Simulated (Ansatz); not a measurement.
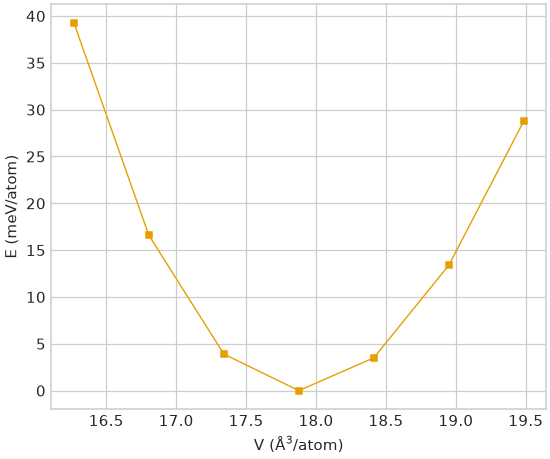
MgS (rock salt, Fm-3m) under volume change, PBE in the plane-wave PAW code Ansatz, scaled uniformly.

**Question.** What does a third-order Birch–Murnaghan fit give for V₀, B₀ and B′?

**Answer.** V₀ = 17.88 Å³/atom, B₀ = 73.9 GPa, B′ = 4.1.

The PBE relaxation kept the symmetry of its start.

Potentials: the earlier of the program's two PAW sets.
